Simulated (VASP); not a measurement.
# AlFe with optB86b-vdW: from relaxation to properties, part 3 of 6

Aim: relax AlFe, then compute properties on the relaxed cell. The start is a cell from a database of measured crystal structures.

VASP 6.6.1, plane waves and PAW; the level of theory is named at each step.

So far, moment of the cell, from the last line of the log (μB): step 2 (magnetic order: ferromagnetic) 0.758.

### 5. Magnetic order: antiferromagnetic, q = (1/2, 1/2, 0)

Level of this step: optB86b-vdW, spin-polarised from an antiferromagnetic start; plane waves and PAW (Al, Fe) (VASP).

Next, a pattern with opposite moments, which needs a doubled cell; q is given in the reciprocal vectors of the primitive cell.

The input, INCAR:

```
SYSTEM = AlFe
PREC = Accurate
ENCUT = 400
EDIFF = 1E-06
NELM = 100
ISMEAR = 1
SIGMA = 0.2
LREAL = .FALSE.
ALGO = Normal
GGA = MK
AGGAC = 0
LUSE_VDW = .TRUE.
PARAM1 = 0.1234
PARAM2 = 1
LASPH = .TRUE.
NBANDS = 19
ISPIN = 2
MAGMOM = 0 0 3 -3
LMAXMIX = 4
LORBIT = 11
LWAVE = .FALSE.
LCHARG = .FALSE.
KPAR = 4
ISIF = 2
```

The input, POSCAR:

```
AlFe
1.0
    5.8200000000      0.0000000000      0.0000000000
    2.9100000000      2.9100000000      0.0000000000
    0.0000000000      0.0000000000      2.9100000000
Al Fe
2 2
Direct
    0.0000000000      0.0000000000      0.0000000000
    0.5000000000      0.0000000000      0.0000000000
    0.0000000000      0.5000000000      0.5000000000
    0.5000000000      0.5000000000      0.5000000000
```

The input, KPOINTS:

```
Automatic mesh
0
Gamma
8 8 8
0 0 0
```

The projector-augmented-wave data sets are Al and Fe (PBE family, release 64).

On the command line:

```sh
mpirun -np 4 vasp_std
```

The program printed:

```text
[... set-up lines as in an earlier step ...]
 entering main loop
       N       E                     dE             d eps       ncg     rms          rms(c)
DAV:   1     0.105620283542E+03    0.10562E+03   -0.74969E+03  5708   0.960E+02
DAV:   2    -0.169098021186E+02   -0.12253E+03   -0.11535E+03  5706   0.234E+02
DAV:   3    -0.213098258355E+02   -0.44000E+01   -0.42780E+01  6802   0.563E+01
DAV:   4    -0.214118770647E+02   -0.10205E+00   -0.10176E+00  7359   0.762E+00
DAV:   5    -0.214150374564E+02   -0.31604E-02   -0.31599E-02  7099   0.135E+00    0.196E+01
DAV:   6    -0.247378060195E+02   -0.33228E+01   -0.59329E+01  6914   0.122E+02    0.259E+01
DAV:   7    -0.182296529559E+02    0.65082E+01   -0.36845E+01  6550   0.822E+01    0.377E+00
DAV:   8    -0.182473713801E+02   -0.17718E-01   -0.59595E-01  6493   0.606E+00    0.223E+00
DAV:   9    -0.182236791909E+02    0.23692E-01   -0.63316E-02  8062   0.321E+00    0.123E+00
DAV:  10    -0.182194559503E+02    0.42232E-02   -0.14213E-02  8709   0.136E+00    0.404E-01
DAV:  11    -0.182191962665E+02    0.25968E-03   -0.14596E-03  8090   0.429E-01    0.136E-01
DAV:  12    -0.182192286804E+02   -0.32414E-04   -0.12575E-04  7883   0.129E-01    0.113E-01
DAV:  13    -0.182192046417E+02    0.24039E-04   -0.88342E-06  7888   0.342E-02    0.539E-02
DAV:  14    -0.182192058403E+02   -0.11985E-05   -0.16981E-05  8208   0.507E-02    0.127E-02
DAV:  15    -0.182192058886E+02   -0.48349E-07   -0.22406E-06  3754   0.184E-02
   1 F= -.18219206E+02 E0= -.18216957E+02  d E =-.674574E-02  mag=     0.0000
```

Run time: 39 s. Hardware: 4 MPI ranks of AMD EPYC 9R45, shared host; peak memory 1.4 GiB; 2 min of CPU time.

Parts of OUTCAR (step 5):

```text
   k-points           NKPTS =     75   k-points in BZ     NKDIM =     75   number of bands    NBANDS=     19

   ENCUT  =  400.0 eV  29.40 Ry    5.42 a.u.   9.49  6.71  4.75*2*pi/ulx,y,z

   NELECT =      22.0000    total number of electrons

 E-fermi :   7.5776

 spin component 1
 k-point     1 :       0.0000    0.0000    0.0000
  band No.  band energies     occupation
    ...
      5       5.5184      1.00000
      6       5.5184      1.00000
      7       5.5442      1.00000
      8       6.6161      1.00000
      9       6.6161      1.00000
     10       7.5865      0.46247
     11       7.8036     -0.03390
     12       7.8036     -0.03390
     13       8.3130     -0.00000
     14      10.7914     -0.00000
    ...

 k-point     2 :       0.1250    0.0000    0.0000
  band No.  band energies     occupation
    ...
      6       5.5414      1.00000
      7       6.1174      1.00000
      8       6.6150      1.00000
      9       6.6316      1.00000
     10       7.5055      0.78410
     11       7.7616     -0.01470
     12       7.7884     -0.02985
     13       8.4140     -0.00000
     14      11.0552     -0.00000
     15      12.0046      0.00000
    ...

Total vdW correction in eV:      3.8366906

  Total       -1.8741053     -1.8741053     -3.3319569      0.0000000      0.0000000      0.0000000
  in kB      -60.9250090    -60.9250090   -108.3180917      0.0000000      0.0000000      0.0000000
  external PRESSURE =     -76.7227032 kB  Pullay stress =       0.0000000 kB

 POSITION                                       TOTAL-FORCE (eV/Angst)
 -----------------------------------------------------------------------------------
      0.00000      0.00000      0.00000         0.000000      0.000000     -0.000000
      2.91000      0.00000      0.00000         0.000000      0.000000     -0.000000
      1.45500      1.45500      1.45500        -0.000000     -0.000000      0.000000
      4.36500      1.45500      1.45500         0.000000      0.000000     -0.000000
 -----------------------------------------------------------------------------------
    total drift:                                0.000000      0.000000     -0.000000

  FREE ENERGIE OF THE ION-ELECTRON SYSTEM (eV)
  ---------------------------------------------------
  free  energy   TOTEN  =       -18.2192058886 eV

  energy  without entropy=      -18.2124601443  energy(sigma->0) =      -18.21695731

Total vdW correction in eV:      3.8366574

 magnetization (x)
# of ion       s       p       d       tot
------------------------------------------
    1        0.000   0.000   0.000   0.000
    2        0.000   0.000   0.000   0.000
    3        0.010   0.002   0.941   0.953
    4       -0.010  -0.002  -0.941  -0.953
--------------------------------------------------
tot          0.000   0.000  -0.000  -0.000

[... 1 part as in an earlier step ...]

[... 14 further parts left out ...]
```

At this level the cell is under a tension of 7.7 GPa, so at these settings it is away from equilibrium.

This step gave:

* SCF cycles: 15
* irreducible k-points: 75
* symmetry operations: 16
* free energy (TOTEN): -18.22 eV
* energy at zero smearing: -18.22 eV
* Fermi energy: 7.578 eV
* pressure: -7.672 GPa

Spin moment in the PAW sphere by atom:

```
atom  spin moment in the PAW sphere (μB)
 Al1                               0.000
 Al2                               0.000
 Fe3                               0.953
 Fe4                              -0.953
```

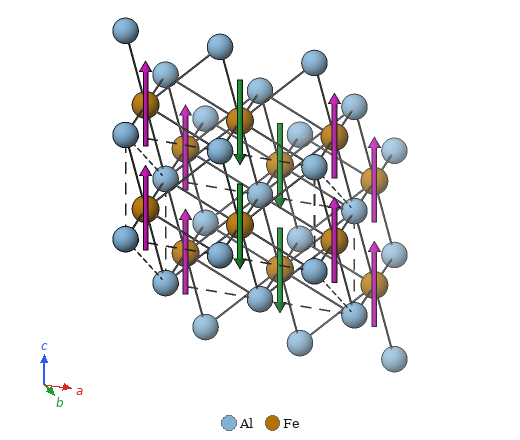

Spin moment in the PAW sphere as arrows, the longest 0.953 μB. Up and down stand for the sign. Arrows give size and sign along the axis of quantisation, drawn up and down the page. The two directions have two colours. 1×2×2 cells are drawn. Some periodic images of atoms are drawn too.

The energy lies +11.9 meV an atom from the first pattern. The run ends antiferromagnetic with a largest moment of 0.95 μB, and the mesh shows no gap.

### 6. The orders side by side

This step: collinear orders at optB86b-vdW; plane waves and PAW (VASP 6.6.1).

No new run; the numbers come from the runs before.

Patterns, by row:

```
                                 start  atoms  energy less that of the first (meV/atom)  largest site moment (μB)          end state
                         ferromagnetic      2                                         0                       0.8      ferromagnetic
    antiferromagnetic, q = (0, 0, 1/2)      4                                      15.4                      0.79  antiferromagnetic
antiferromagnetic, q = (1/2, 1/2, 1/2)      4                                      16.7                         0       non-magnetic
  antiferromagnetic, q = (1/2, 1/2, 0)      4                                      11.9                      0.95  antiferromagnetic
```

The session goes on in the lowest magnetic state found: ferromagnetic. The next one lies 11.9 meV an atom higher.

### 7. Full relaxation (optB86b-vdW)

This step: optB86b-vdW, spin-polarised from a ferromagnetic start; plane waves and PAW (Al, Fe) (VASP 6.6.1).

System of this step: AlFe. The structure is cubic, space group Pm-3m (No. 221). The conventional cell has a = 2.910 Å, b = 2.910 Å, c = 2.910 Å, α = 90.00°, β = 90.00°, γ = 90.00°. Nearest to Al lie 8 Fe at 2.52 Å. Nearest to Fe lie 8 Al at 2.52 Å. Farther neighbours are not listed.

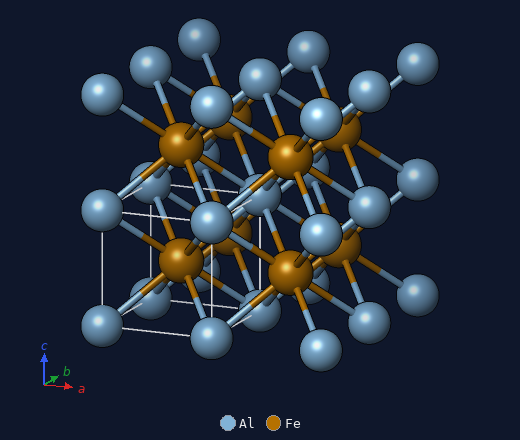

The cell of this step (aluminium light blue, iron orange). 2×2×2 cells are drawn. Some periodic images of atoms are drawn too.

The start need not lie at this functional's minimum. ISIF = 3 frees volume, shape and positions, and EDIFFG sets the threshold on forces and stress at which the search stops.

INCAR, as its differences from that of step 5:

```diff
@@ -15,5 +15,5 @@
 LASPH = .TRUE.
-NBANDS = 19
+NBANDS = 13
 ISPIN = 2
-MAGMOM = 0 0 3 -3
+MAGMOM = -0.03 0.8
 LMAXMIX = 4
@@ -23,2 +23,5 @@
 KPAR = 4
-ISIF = 2
+IBRION = 2
+NSW = 60
+ISIF = 3
+EDIFFG = -0.01
```

The input, POSCAR:

```
AlFe
1.0
    2.9100000000      0.0000000000      0.0000000000
    0.0000000000      2.9100000000      0.0000000000
    0.0000000000      0.0000000000      2.9100000000
Al Fe
1 1
Direct
    0.0000000000      0.0000000000      0.0000000000
    0.5000000000      0.5000000000      0.5000000000
```

KPOINTS is that of step 5.

On the command line:

```sh
mpirun -np 4 vasp_std
```

The program printed:

```text
[banner, memory and clock lines left out]
running    4 mpi-ranks, on    1 nodes
 distrk:  each k-point on    1 cores,    4 groups
 distr:  one band on    1 cores,    1 groups

 POSCAR found type information on POSCAR AlFe
 POSCAR found :  2 types and       2 ions
 [... a notice as in an earlier step ...]

 [... a notice as in an earlier step ...]

 LDA part: xc-table for (Slater+PW92), standard interpolation
 POSCAR, INCAR and KPOINTS ok, starting setup
 FFT: planning ... GRIDC
 FFT: planning ... GRID_SOFT
 FFT: planning ... GRID
 WAVECAR not read
 entering main loop
       N       E                     dE             d eps       ncg     rms          rms(c)
DAV:   1     0.281347471260E+02    0.28135E+02   -0.37016E+03  1892   0.645E+02
DAV:   2    -0.980025917523E+01   -0.37935E+02   -0.34256E+02  1890   0.138E+02
DAV:   3    -0.108975590941E+02   -0.10973E+01   -0.10842E+01  2245   0.273E+01
DAV:   4    -0.109136516105E+02   -0.16093E-01   -0.16086E-01  2043   0.298E+00
DAV:   5    -0.109141453989E+02   -0.49379E-03   -0.49377E-03  2285   0.577E-01    0.132E+01
DAV:   6    -0.130866908370E+02   -0.21725E+01   -0.52897E+01  2090   0.909E+01    0.187E+01
DAV:   7    -0.914714386020E+01    0.39395E+01   -0.31512E+01  2085   0.586E+01    0.281E+00
DAV:   8    -0.914181088605E+01    0.53330E-02   -0.15727E-01  2113   0.325E+00    0.161E+00
DAV:   9    -0.913015490848E+01    0.11656E-01   -0.68866E-02  2100   0.256E+00    0.803E-01
DAV:  10    -0.913209524509E+01   -0.19403E-02   -0.16055E-03  2435   0.408E-01    0.316E-01
DAV:  11    -0.913224078636E+01   -0.14554E-03   -0.18236E-03  2477   0.362E-01    0.122E-01
DAV:  12    -0.913229736883E+01   -0.56582E-04   -0.12476E-04  2282   0.108E-01    0.611E-02
DAV:  13    -0.913230139832E+01   -0.40295E-05   -0.66987E-06  2060   0.250E-02    0.263E-02
DAV:  14    -0.913230211435E+01   -0.71603E-06   -0.15400E-06  1561   0.104E-02
   1 F= -.91323021E+01 E0= -.91322354E+01  d E =-.913230E+01  mag=     0.7583
 curvature:   0.00 expect dE= 0.000E+00 dE for cont linesearch  0.000E+00
 trial: gam= 0.00000 g(F)=  0.000E+00 g(S)=  0.127E+00 ort = 0.000E+00 (trialstep = 0.100E+01)
 search vector abs. value=  0.127E+00
 bond charge predicted
       N       E                     dE             d eps       ncg     rms          rms(c)
DAV:   1    -0.103537454755E+02   -0.12214E+01   -0.17179E+01  1990   0.628E+01    0.106E+01
DAV:   2    -0.111163646552E+02   -0.76262E+00   -0.28637E+01  2060   0.707E+01    0.120E+01
DAV:   3    -0.916346538916E+01    0.19529E+01   -0.14291E+01  2070   0.443E+01    0.203E+00
DAV:   4    -0.915016508039E+01    0.13300E-01   -0.78758E-02  2117   0.230E+00    0.115E+00
DAV:   5    -0.913946938035E+01    0.10696E-01   -0.28622E-02  2374   0.164E+00    0.429E-01
DAV:   6    -0.913925375211E+01    0.21563E-03   -0.74173E-04  2020   0.213E-01    0.175E-01
DAV:   7    -0.913926401187E+01   -0.10260E-04   -0.28014E-04  2193   0.180E-01    0.431E-02
DAV:   8    -0.913926676809E+01   -0.27562E-05   -0.18976E-05  2218   0.473E-02    0.247E-02
DAV:   9    -0.913926834226E+01   -0.15742E-05   -0.20551E-06  1803   0.161E-02    0.856E-03
DAV:  10    -0.913926803171E+01    0.31055E-06   -0.24199E-07   995   0.496E-03
   2 F= -.91392680E+01 E0= -.91393827E+01  d E =-.696592E-02  mag=     0.7472
 trial-energy change:   -0.006966  1 .order   -0.001614   -0.126546    0.123318
 step:   0.5384(harm=  0.5065)  dis= 0.00000  next Energy=    -9.167203 (dE=-0.349E-01)
 bond charge predicted
       N       E                     dE             d eps       ncg     rms          rms(c)
DAV:   1    -0.944067653756E+01   -0.30141E+00   -0.38880E+00  1950   0.308E+01    0.481E+00
DAV:   2    -0.968269053914E+01   -0.24201E+00   -0.82827E+00  2096   0.353E+01    0.595E+00
DAV:   3    -0.917148580521E+01    0.51120E+00   -0.25308E+00  2070   0.210E+01    0.734E-01
DAV:   4    -0.916953136883E+01    0.19544E-02   -0.10821E-02  1948   0.811E-01    0.421E-01
DAV:   5    -0.916773823276E+01    0.17931E-02   -0.18970E-03  2282   0.298E-01    0.157E-01
DAV:   6    -0.916767578972E+01    0.62443E-04   -0.22786E-04  2327   0.122E-01    0.425E-02
DAV:   7    -0.916768344181E+01   -0.76521E-05   -0.17296E-05  2349   0.292E-02    0.166E-02
DAV:   8    -0.916768523136E+01   -0.17895E-05   -0.32033E-06  1767   0.223E-02    0.572E-03
DAV:   9    -0.916768576352E+01   -0.53217E-06   -0.41199E-07   940   0.805E-03
   3 F= -.91676858E+01 E0= -.91677009E+01  d E =-.353836E-01  mag=     0.7555
 curvature:  -0.25 expect dE=-0.783E-06 dE for cont linesearch -0.783E-06
 trial: gam=-0.00493 g(F)=  0.200E-66 g(S)=  0.310E-05 ort = 0.627E-03 (trialstep = 0.908E+00)
 search vector abs. value=  0.176E-09
 reached required accuracy - stopping structural energy minimisation
```

It took 27 s on 4 MPI ranks; peak memory 0.86 GiB; 84 s of CPU time.

Parts of OUTCAR (step 7):

```text
   k-points           NKPTS =     35   k-points in BZ     NKDIM =     35   number of bands    NBANDS=     13

   NELECT =      11.0000    total number of electrons

 E-fermi :   8.1035

 spin component 1
 k-point     1 :       0.0000    0.0000    0.0000
  band No.  band energies     occupation
    ...
      2       5.5165      1.00000
      3       5.5165      1.00000
      4       7.7325      1.01240
      5       7.7325      1.01240
      6       7.7325      1.01240
      7      14.5505      0.00000
      8      14.5505      0.00000
      9      14.5505      0.00000
     10      17.5184      0.00000
     11      17.5184      0.00000
    ...

 k-point     2 :       0.1250    0.0000    0.0000
  band No.  band energies     occupation
    ...
      2       5.4825      1.00000
      3       5.6019      1.00000
      4       7.5649      1.00047
      5       7.5649      1.00047
      6       7.7505      1.01582
      7      12.5997      0.00000
      8      14.9684      0.00000
      9      14.9684      0.00000
     10      17.4446      0.00000
     11      19.2580      0.00000
    ...

Total vdW correction in eV:      1.8766589

  Total       -0.0065502     -0.0065502     -0.0065502     -0.0000000     -0.0000000     -0.0000000
  in kB       -0.4485967     -0.4485967     -0.4485967     -0.0000000     -0.0000000     -0.0000000
  external PRESSURE =      -0.4485967 kB  Pullay stress =       0.0000000 kB

 POSITION                                       TOTAL-FORCE (eV/Angst)
 -----------------------------------------------------------------------------------
      0.00000      0.00000      0.00000         0.000000      0.000000      0.000000
      1.43001      1.43001      1.43001        -0.000000     -0.000000      0.000000
 -----------------------------------------------------------------------------------
    total drift:                               -0.000000      0.000000      0.000000

  FREE ENERGIE OF THE ION-ELECTRON SYSTEM (eV)
  ---------------------------------------------------
  free  energy   TOTEN  =        -9.1676857635 eV

  energy  without entropy=       -9.1677310358  energy(sigma->0) =       -9.16770085

Total vdW correction in eV:      1.8766726

 reached required accuracy - stopping structural energy minimisation

 magnetization (x)
# of ion       s       p       d       tot
------------------------------------------
    1       -0.008  -0.016   0.000  -0.024
    2        0.002   0.011   0.770   0.783
--------------------------------------------------
tot         -0.006  -0.005   0.770   0.759

[... 6 parts as in an earlier step ...]

[... 15 further parts left out ...]
```

CONTCAR:

```
AlFe
   1.00000000000000
     2.8600240596520714    0.0000000000000000    0.0000000000000000
    -0.0000000000000000    2.8600240596520714    0.0000000000000000
     0.0000000000000000    0.0000000000000000    2.8600240596520714
  Al              Fe
     1     1
Direct
     0.0000000000000000    0.0000000000000000    0.0000000000000000
     0.5000000000000000    0.5000000000000000    0.5000000000000000
```

The magnetic order is the lowest of the few collinear ones that converged above; longer or canted patterns were not tried. The run keeps the 48 symmetry operations of its start, so it cannot find a distortion of lower symmetry.

The steps of the relaxation:

```
step  energy less that of the first step (eV)  largest force (eV/Å)  pressure (GPa)  volume (Å³)
   1                                   0.0000                0.0000           -8.60        24.64
   2                                  -0.0070                0.0000            9.23        22.36
   3                                  -0.0354                0.0000           -0.04        23.39
```

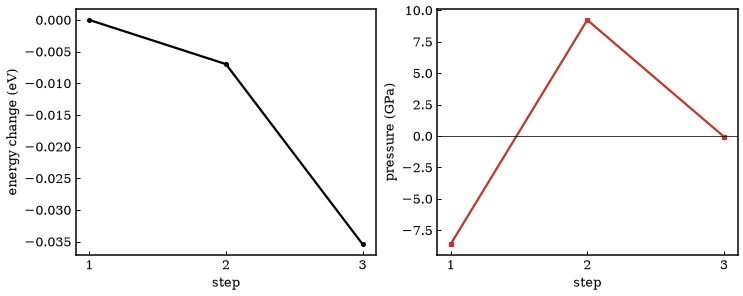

Energy and pressure along the relaxation.

```
conventional cell, symmetrised  before  after  change
                         a (Å)   2.910  2.860  -1.7 %
                         b (Å)   2.910  2.860  -1.7 %
                         c (Å)   2.910  2.860  -1.7 %
              volume (Å³/atom)   12.32  11.70  -5.1 %
```

The relaxed structure:

```
Al Fe
1.0
     2.86002    0.00000    0.00000
     0.00000    2.86002    0.00000
     0.00000    0.00000    2.86002
Al Fe
1 1
Direct
  0.00000 0.00000 0.00000
  0.50000 0.50000 0.50000
```

This step gave:

```
electrons                                         : 11
bands                                             : 13
irreducible k-points                              : 35
symmetry operations                               : 48
free energy (TOTEN)                               : -9.168 eV
Fermi energy                                      : 8.104 eV
pressure                                          : -0.04486 GPa
moment of the cell, from the last line of the log : 0.7555 μB
SCF cycles over all ionic steps                   : 33
```

Spin moment in the PAW sphere by atom:

```
atom  spin moment in the PAW sphere (μB)
 Al1                              -0.024
 Fe2                               0.783
```

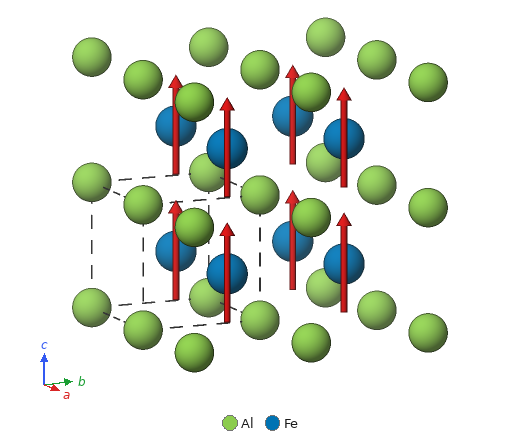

Spin moment in the PAW sphere as arrows, the longest 0.783 μB. Up and down stand for the sign. Arrows give size and sign along the axis of quantisation, drawn up and down the page. 2×2×2 cells are drawn. Some periodic images of atoms are drawn too.

It ends with forces that vanish by symmetry and a pressure of -0.04 GPa.

[end of part 3 of 6]

[Lines on the potential files, build, host, timing and source positions are cut from VASP's logs without a mark.]

[Logs are printed without paths, hosts, clocks, repeated set-up lines and the standing remarks that a program may print on its own settings, such as how far it seeks lower states.]

[Hosts, paths, dates, database ids (printed as entryN), source tags and the programs' standing remarks are cut or masked in the printed files.]

[A measured line is paired with the nearest computed mode of its activity, which favours agreement.]

[In band tables of VASP the shares of atoms and orbitals are scaled to a sum of 1 inside the atoms' spheres.]
